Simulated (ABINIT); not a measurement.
# InP (F-43m): G0W0 with ABINIT, start to end, part 2 of 3

How does a plane-wave GW calculation on InP (F-43m) run from the first input to the gap?

ABINIT 10.8.3; LDA and many-body steps on it, plane waves. Known limits of the many-body steps: not at the basis limit; screening runs away on this mesh; no spin-orbit coupling; coarse k mesh.

So far. Step 2 (Ground state): The gap is direct, at Γ.

### 3. Bands along the symmetry lines

Level of this step: DFT, LDA, plane waves, norm-conserving pseudopotentials (ABINIT).

Levels along a band path, at the cheap level, show where the edges lie and whether the meshes to come will hold them.

Contents of run.abi:

```
acell 3*1.0 Angstrom
rprim 
  -0.000000000000 2.934350000000 2.934350000000
  2.934350000000 -0.000000000000 2.934350000000
  2.934350000000 2.934350000000 -0.000000000000
ntypat 2
znucl 49 15
natom 2
typat 1 2
xred 
  0.000000000000 0.000000000000 0.000000000000
  0.250000000000 0.250000000000 0.250000000000
pp_dirpath "pseudos"
pseudos "In.upf, P.upf"
ecut 33
iscf -2
irdden 1
kptopt 0
nkpt 50
kpt 
  0.00000000 0.00000000 0.00000000
  -0.06250000 -0.06250000 0.00000000
  -0.12500000 -0.12500000 0.00000000
  -0.18750000 -0.18750000 0.00000000
  -0.25000000 -0.25000000 0.00000000
  -0.31250000 -0.31250000 0.00000000
  -0.37500000 -0.37500000 0.00000000
  -0.43750000 -0.43750000 0.00000000
  -0.50000000 -0.50000000 0.00000000
  -0.48437500 -0.48437500 0.03125000
  -0.46875000 -0.46875000 0.06250000
  -0.45312500 -0.45312500 0.09375000
  -0.43750000 -0.43750000 0.12500000
  -0.42187500 -0.42187500 0.15625000
  -0.40625000 -0.40625000 0.18750000
  -0.39062500 -0.39062500 0.21875000
  -0.37500000 -0.37500000 0.25000000
  -0.37500000 0.00000000 0.37500000
  -0.32812500 0.00000000 0.32812500
  -0.28125000 0.00000000 0.28125000
  -0.23437500 0.00000000 0.23437500
  -0.18750000 0.00000000 0.18750000
  -0.14062500 0.00000000 0.14062500
  -0.09375000 0.00000000 0.09375000
  -0.04687500 0.00000000 0.04687500
  0.00000000 0.00000000 0.00000000
  0.00000000 0.00000000 0.06250000
  0.00000000 0.00000000 0.12500000
  0.00000000 0.00000000 0.18750000
  0.00000000 0.00000000 0.25000000
  0.00000000 0.00000000 0.31250000
  0.00000000 0.00000000 0.37500000
  0.00000000 0.00000000 0.43750000
  -0.00000000 -0.00000000 0.50000000
  -0.06250000 -0.03125000 0.46875000
  -0.12500000 -0.06250000 0.43750000
  -0.18750000 -0.09375000 0.40625000
  -0.25000000 -0.12500000 0.37500000
  -0.31250000 -0.15625000 0.34375000
  -0.37500000 -0.18750000 0.31250000
  -0.43750000 -0.21875000 0.28125000
  -0.50000000 -0.25000000 0.25000000
  -0.50000000 -0.28125000 0.21875000
  -0.50000000 -0.31250000 0.18750000
  -0.50000000 -0.34375000 0.15625000
  -0.50000000 -0.37500000 0.12500000
  -0.50000000 -0.40625000 0.09375000
  -0.50000000 -0.43750000 0.06250000
  -0.50000000 -0.46875000 0.03125000
  -0.50000000 -0.50000000 0.00000000
istwfk *1
nband 23
nbdbuf 5
tolwfr 1e-07
nstep 50
prtwf 0
prtvol 0
indata_prefix "in"
outdata_prefix "out"
tmpdata_prefix "tmp"
```

Command:

```
> OMP_NUM_THREADS=1 mpirun -n 4 abinit run.abi > log
```

Numbers of over 12 decimals in the logs are rounded to 6 here.

Output:

```text
.Version 10.8.3 of ABINIT. v10.8.2 released Aug 2026.

 Symmetries : space group F-4 3 m (#216); Bravais cF (face-center cubic)
[... echo of the input left out ...]
== DATASET  1 ==================================================================
-   mpi_nproc: 4, omp_nthreads: 1 (-1 if OMP is not activated)

--- !DatasetInfo
iteration_state: {dtset: 1, }
dimensions: {natom: 2, nkpt: 50, mband: 23, nsppol: 1, nspinor: 1, nspden: 1, mpw: 3119, }
cutoff_energies: {ecut:  33.0, pawecutdg:  -1.0, }
electrons: {nelect:   2.60000000E+01, charge:   0.00000000E+00, occopt:   1.00000000E+00, tsmear:   1.00000000E-02, }

 Real(R)+Recip(G) space primitive vectors, cartesian coordinates (Bohr,Bohr^-1):
 R(1)=  0.0000000  5.5451179  5.5451179  G(1)= -0.0901694  0.0901694  0.0901694
 R(2)=  5.5451179  0.0000000  5.5451179  G(2)=  0.0901694 -0.0901694  0.0901694
 R(3)=  5.5451179  5.5451179  0.0000000  G(3)=  0.0901694  0.0901694 -0.0901694
 Unit cell volume ucvol=  3.4100625E+02 bohr^3
 Angles (23,13,12)=  6.00000000E+01  6.00000000E+01  6.00000000E+01 degrees

 getcut: wavevector=  0.0000  0.0000  0.0000  ngfft=  45  45  45
         ecut(hartree)=     33.000   => boxcut(ratio)=   2.16973

--- Pseudopotential description ------------------------------------------------
- In Generated using ONCVPSP code by D. R. Hamann
- 49.00000  21.00000  180309                  znucl, zion, pspdat
12 -1012 2 -1 1894                            pspcod,pspxc,lmax,lloc,mmax
     nproj     2     2     2
  pspatm : epsatm=   33.93291270
         --- l  ekb(1:nproj) -->
             0    8.377455   -0.565121
             1    2.447487   -1.211193
             2   -3.400789   -0.970230
 pspatm: atomic psp has been read  and splines computed

- P Generated using ONCVPSP code by D. R. Hamann
- 15.00000   5.00000  180309                  znucl, zion, pspdat
12 -1012 2 -1 1298                            pspcod,pspxc,lmax,lloc,mmax
     nproj     2     2     2
  pspatm : epsatm=    7.03163270
         --- l  ekb(1:nproj) -->
[...]
pspatm: atomic psp has been read  and splines computed

--------------------------------------------------------------------------------

================================================================================
 prteigrs : about to open file out_EIG
 Non-SCF case, kpt    1 (  0.00000  0.00000  0.00000), residuals and eigenvalues=
  2.35E-08  1.18E-08  1.79E-08  3.75E-08  8.67E-09  2.06E-08  2.33E-08  1.24E-08
  3.36E-08  7.38E-08  2.26E-08  7.18E-08  3.84E-08  7.54E-08  2.91E-08  5.06E-08
  9.49E-08  6.78E-08  5.74E-08  7.36E-08  2.28E-08  3.93E-08  7.71E-08
 -4.0422E+00 -2.5203E+00 -2.5203E+00 -2.5203E+00 -3.4687E-01 -3.4687E-01
 -3.4687E-01 -3.4129E-01 -3.4129E-01 -2.4972E-01  1.7407E-01  1.7407E-01
  1.7407E-01  1.9088E-01  3.1951E-01  3.1951E-01  3.1951E-01  4.7741E-01
  5.1983E-01  5.1983E-01  5.7964E-01  5.7964E-01  5.7964E-01
[...]
5.2223E-01  5.2520E-01  5.9899E-01  5.9899E-01  6.1171E-01
[...]
Non-SCF case, kpt   49 ( -0.50000 -0.46875  0.03125), residuals and eigenvalues=
[...]
5.7266E-01  6.0409E-01  6.0499E-01  6.6642E-01  7.5527E-01
 Non-SCF case, kpt   50 ( -0.50000 -0.50000  0.00000), residuals and eigenvalues=
[...]
-3.4299E-01 -3.4299E-01 -3.3992E-01 -1.6131E-01 -4.1291E-02  8.7883E-02
  8.7883E-02  2.3298E-01  2.5184E-01  5.0388E-01  5.1904E-01  5.1904E-01
  5.7053E-01  6.0432E-01  6.0432E-01  6.6074E-01  7.5975E-01

--- !ResultsGS
iteration_state: {dtset: 1, }
comment   : Summary of ground state results
lattice_vectors:
- [ -0.0000000,   5.5451179,   5.5451179, ]
- [  5.5451179,  -0.0000000,   5.5451179, ]
- [  5.5451179,   5.5451179,  -0.0000000, ]
lattice_lengths: [   7.84198,    7.84198,    7.84198, ]
lattice_angles: [ 60.000,  60.000,  60.000, ] # degrees, (23, 13, 12)
lattice_volume:   3.4100625E+02
convergence: {deltae:  0.000E+00, res2:  0.000E+00, residm:  9.962E-08, diffor:  0.000E+00, }
etotal    :  -2.06318175E+02
entropy   :   0.00000000E+00
fermie    :   1.74074826E-01
cartesian_stress_tensor: null
pressure_GPa: null
xred      :
- [  0.0000E+00,   0.0000E+00,   0.0000E+00, In]
- [  2.5000E-01,   2.5000E-01,   2.5000E-01,  P]
cartesian_forces: null
force_length_stats: {min: null, max: null, mean: null, }

 Integrated electronic density in atomic spheres:
 ------------------------------------------------
 Atom  Sphere_radius  Integrated_density
[...]
================================================================================

 ----iterations are completed or convergence reached----

 Mean square residual over all n,k,spin=   42.499E-09; max=  99.620E-09
 reduced coordinates (array xred) for    2 atoms
       0.000000000000      0.000000000000      0.000000000000
       0.250000000000      0.250000000000      0.250000000000

 cartesian coordinates (angstrom) at end:
    1      0.000000     0.000000     0.000000
    2      1.467175     1.467175     1.467175
 length scales=  1.889726125908  1.889726125908  1.889726125908 bohr
              =  1.000000000000  1.000000000000  1.000000000000 angstroms
 prteigrs : about to open file out_EIG
 Eigenvalues (hartree) for nkpt=  50  k points:
 kpt#   1, nband= 23, wtk=  1.00000, kpt=  0.0000  0.0000  0.0000 (reduced coord)
[...]
kpt#   2, nband= 23, wtk=  1.00000, kpt= -0.0625 -0.0625  0.0000 (reduced coord)
[...]
kpt#   3, nband= 23, wtk=  1.00000, kpt= -0.1250 -0.1250  0.0000 (reduced coord)
[...]
kpt#  49, nband= 23, wtk=  1.00000, kpt= -0.5000 -0.4687  0.0313 (reduced coord)
[...]
0.51205    0.52243    0.57266    0.60409    0.60499    0.66642    0.75527
 kpt#  50, nband= 23, wtk=  1.00000, kpt= -0.5000 -0.5000  0.0000 (reduced coord)
  -4.04214   -2.52030   -2.52030   -2.52030   -0.35350   -0.34310   -0.34299   -0.34299
  -0.33992   -0.16131   -0.04129    0.08788    0.08788    0.23298    0.25184    0.50388
   0.51904    0.51904    0.57053    0.60432    0.60432    0.66074    0.75975

== END DATASET(S) ==============================================================
================================================================================

 -outvars: echo values of variables after computation  --------
            nband          23
             nkpt          50
          spgroup         216
 [... the other variables as echoed above ...]

 Calculation completed.
```

It took 18 s on 4 MPI ranks of Arm Neoverse V1, shared host; peak memory 0.31 GiB; 72 s of CPU time.

Numbers from this step:

```yaml
gap: 0.4574 eV
k_of_the_valence_top: 0, 0, 0
k_of_the_conduction_bottom: 0, 0, 0
least_direct_gap: 0.4574 eV
```

The gap is 0.457 eV, as in the run before at this level.

The electronic bands at the labelled points (eV, zero at the top of the highest filled band):

| point | band 10 | band 11 | band 12 | band 13 | band 14 | band 15 | band 16 | band 17 |
| --- | --- | --- | --- | --- | --- | --- | --- | --- |
| Γ | -11.53 | 0.00 | 0.00 | 0.00 | 0.46 | 3.96 | 3.96 | 3.96 |
| X | -9.13 | -5.86 | -2.35 | -2.35 | 1.60 | 2.12 | 8.97 | 9.39 |
| U | -9.14 | -5.72 | -3.35 | -1.96 | 2.20 | 4.26 | 7.37 | 7.40 |
| jump to K | -9.14 | -5.72 | -3.35 | -1.96 | 2.20 | 4.26 | 7.37 | 7.40 |
| Γ | -11.53 | 0.00 | 0.00 | 0.00 | 0.46 | 3.96 | 3.96 | 3.96 |
| L | -9.79 | -5.82 | -0.98 | -0.98 | 1.30 | 4.70 | 4.70 | 6.90 |
| W | -9.05 | -5.71 | -2.99 | -2.96 | 4.18 | 4.25 | 5.39 | 6.05 |
| X | -9.13 | -5.86 | -2.35 | -2.35 | 1.60 | 2.12 | 8.97 | 9.39 |

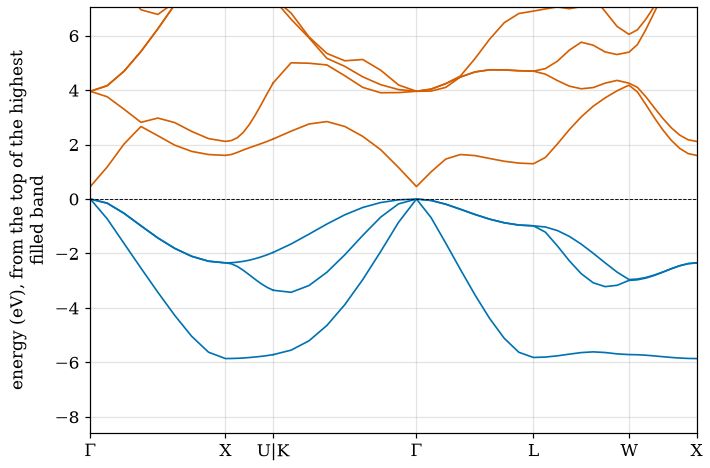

Electronic bands along the path; lines of filled and empty bands in two colours.

### 4. Empty states on the mesh, 4×4×4 mesh, 1303 bands

The sums over transitions need many empty states on a uniform mesh; this step solves for them.

Contents of run.abi:

```
acell 3*1.0 Angstrom
rprim 
  -0.000000000000 2.934350000000 2.934350000000
  2.934350000000 -0.000000000000 2.934350000000
  2.934350000000 2.934350000000 -0.000000000000
ntypat 2
znucl 49 15
natom 2
typat 1 2
xred 
  0.000000000000 0.000000000000 0.000000000000
  0.250000000000 0.250000000000 0.250000000000
pp_dirpath "pseudos"
pseudos "In.upf, P.upf"
ecut 33
ngkpt 4 4 4
nshiftk 1
shiftk 0 0 0
kptopt 1
chksymbreak 0
irdden 1
istwfk *1
nband 1303
prtvol 0
optdriver 6
gwr_task "HDIAGO"
paral_kgb 0
occopt 1
indata_prefix "in"
outdata_prefix "out"
tmpdata_prefix "tmp"
```

Output:

```text
[banner, memory and clock lines left out]
.Version 10.8.3 of ABINIT. v10.8.2 released Aug 2026.

 Symmetries : space group F-4 3 m (#216); Bravais cF (face-center cubic)
[... echo of the input left out ...]
== DATASET  1 ==================================================================
-   mpi_nproc: 4, omp_nthreads: 1 (-1 if OMP is not activated)

--- !DatasetInfo
iteration_state: {dtset: 1, }
dimensions: {natom: 2, nkpt: 8, mband: 1303, nsppol: 1, nspinor: 1, nspden: 1, mpw: 3119, }
cutoff_energies: {ecut:  33.0, pawecutdg:  -1.0, }
electrons: {nelect:   2.60000000E+01, charge:   0.00000000E+00, occopt:   1.00000000E+00, tsmear:   1.00000000E-02, }

.Using double precision arithmetic; gwpc =  8

- Reading GS density from: in_DEN

--- Pseudopotential description ------------------------------------------------
- In Generated using ONCVPSP code by D. R. Hamann
- 49.00000  21.00000  180309                  znucl, zion, pspdat
12 -1012 2 -1 1894                            pspcod,pspxc,lmax,lloc,mmax
     nproj     2     2     2
  pspatm : epsatm=   33.93291270
         --- l  ekb(1:nproj) -->
             0    8.377455   -0.565121
             1    2.447487   -1.211193
             2   -3.400789   -0.970230
 pspatm: atomic psp has been read  and splines computed

- P Generated using ONCVPSP code by D. R. Hamann
- 15.00000   5.00000  180309                  znucl, zion, pspdat
12 -1012 2 -1 1298                            pspcod,pspxc,lmax,lloc,mmax
     nproj     2     2     2
  pspatm : epsatm=    7.03163270
         --- l  ekb(1:nproj) -->
             0    6.795192    1.078292
             1    3.452929    0.907117
             2   -3.024864   -0.802189
 pspatm: atomic psp has been read  and splines computed

   1.06507818E+03                                ecore*ucvol(ha*bohr**3)

 Total charge density [el/Bohr^3]
)     Maximum=    2.8149E+00  at reduced coord.    0.0222    0.0667    0.9111
)     Minimum=    2.1013E-03  at reduced coord.    0.5111    0.4889    0.4889
   Integrated=    2.6000E+01

 === KS gaps after direct diagonalization ===
 Direct band gap semiconductor
 Fundamental gap:     0.457 (eV)
   VBM:     4.737 (eV) at k: [ 0.0000E+00,  0.0000E+00,  0.0000E+00]
   CBM:     5.194 (eV) at k: [ 0.0000E+00,  0.0000E+00,  0.0000E+00]
 Direct gap:         0.457 (eV) at k: [ 0.0000E+00,  0.0000E+00,  0.0000E+00]

== END DATASET(S) ==============================================================

 -outvars: echo values of variables after computation  --------
           etotal      0.0000000000E+00
            nband        1303
             nkpt           8
          spgroup         216
 [... the other variables as echoed above ...]

 Calculation completed.
```

The job ended after 76 s (4 MPI ranks; peak memory 2.5 GiB; 5.1 min of CPU time).

This step gave:

```yaml
gap: 0.4573 eV
k_of_the_valence_top: 0, 0, 0
k_of_the_conduction_bottom: 0, 0, 0
least_direct_gap: 0.4573 eV
k_points_computed: 8
lowest_point_of_the_top_converged_band_above_the_valence_top: 485.0951 eV
```

On this mesh the gap is 0.457 eV.

### 5. Screening, 4×4×4 mesh, 609 bands, screening to 359.2 eV

The RPA dielectric matrix is built and inverted for each q.

This step: RPA screening on LDA, plane waves, norm-conserving pseudopotentials.

run.abi, as its differences from that of step 4:

```diff
@@ -20,10 +20,11 @@
 chksymbreak 0
-irdden 1
 istwfk *1
-nband 1303
-prtvol 0
-optdriver 6
-gwr_task "HDIAGO"
-paral_kgb 0
 occopt 1
+irdwfk 1
+optdriver 3
+nband 609
+ecuteps 13.2
+inclvkb 2
+awtr 1
+symchi 1
 indata_prefix "in"
```

Output:

```text
.Version 10.8.3 of ABINIT. v10.8.2 released Aug 2026.

 Symmetries : space group F-4 3 m (#216); Bravais cF (face-center cubic)
[... echo of the input left out ...]
== DATASET  1 ==================================================================
-   mpi_nproc: 4, omp_nthreads: 1 (-1 if OMP is not activated)

--- !DatasetInfo
iteration_state: {dtset: 1, }
dimensions: {natom: 2, nkpt: 8, mband: 609, nsppol: 1, nspinor: 1, nspden: 1, mpw: 3119, }
cutoff_energies: {ecut:  33.0, pawecutdg:  -1.0, }
electrons: {nelect:   2.60000000E+01, charge:   0.00000000E+00, occopt:   1.00000000E+00, tsmear:   1.00000000E-02, }

 SCREENING: Calculation of the susceptibility and dielectric matrices

 Based on a program developped by R.W. Godby, V. Olevano, G. Onida, and L. Reining.
 Incorporated in ABINIT by V. Olevano, G.-M. Rignanese, and M. Torrent.
.Using double precision arithmetic ; gwpc =  8

[... cell and pseudopotentials left out ...]
--------------------------------------------------------------------------------

 ==== K-mesh for the wavefunctions ====
 Number of points in the irreducible wedge :     8
[... list of points left out ...]
 Together with 24 symmetry operations and time-reversal symmetry
 yields    64 points in the full Brillouin Zone.

 ==== Q-mesh for the screening function ====
 Number of points in the irreducible wedge :     8
[... list of points left out ...]
 Together with 24 symmetry operations and time-reversal symmetry
 yields    64 points in the full Brillouin Zone.

 setmesh: FFT mesh size selected  =    36x   36x   36
          total number of points  =        46656

 vcoul_init : cutoff-mode = AUXILIARY_FUNCTION
 q-points for optical limit:   1
     1)      0.000010    0.000020    0.000030

- screening: taking advantage of time-reversal symmetry
- Maximum band index for partially occupied states nbvw = 13
- Remaining bands to be divided among processors   nbcw = 596
- Number of bands treated by each node ~149

 Number of electrons calculated from density =   26.0000; Expected =   26.0000
 average of density, n =  0.076245
 r_s =    1.4630
 omega_plasma =   26.6355 [eV]

 calculating chi0 at frequencies [eV] :
  1    0.000000E+00    0.000000E+00
  2    0.000000E+00    2.663552E+01

--------------------------------------------------------------------------------
  q-point number  1        q = ( 0.000000, 0.000000, 0.000000) [r.l.u.]
--------------------------------------------------------------------------------
[... chi0 elements left out ...]
 For q-point:  0.000010 0.000020 0.000030
  dielectric constant = 125.2787
  dielectric constant without local fields = 133.1466

  Average fulfillment of the sum rule on Im[epsilon] for q-point    1 :     99.76  [%]
[... wings left out ...]
  q-point number  2        q = ( 0.250000, 0.000000, 0.000000) [r.l.u.]
--------------------------------------------------------------------------------
[... chi0 elements left out ...]
  Average fulfillment of the sum rule on Im[epsilon] for q-point    2 :    103.26  [%]

 [... 6 further q-points ...]
```

The job ended after 17 min (4 MPI ranks; peak memory 4.5 GiB; 67 min of CPU time).

Numbers from this step:

- ε∞ with local fields, on this mesh, along the program's q direction: 125.3
- the same without local fields: 133.1
- plasma frequency: 26.64 eV
- plane waves in the screening matrix: 749

Local fields lower ε∞ by 6 %. The value itself is an artefact of the mesh, where one narrow direct gap carries too much weight.

(Part 2 of 3 ends here.)

[Paths, hosts, dates, memory and timing lines, banners, echoed tables and standing remarks are left out of the program output.]

[Logs are printed without paths, hosts, clocks, repeated set-up lines and the standing remarks that a program may print on its own settings, such as how far it seeks lower states.]

[Runs of the session that timed out or met a known fault of the program may be left out.]

[Hosts, paths, dates, database ids (printed as entryN), source tags and the programs' standing remarks are cut or masked in the printed files.]

[G0W0 gaps are taken among the corrected bands and points alone; a level outside them can change the order at an edge.]

[Where Ansatz stands beside ABINIT at settings called matched, ABINIT's density can come from a denser mesh and the files from another edition; pairs whose starting gaps differed by over 0.03 eV were left out, so agreement reads better than it is.]
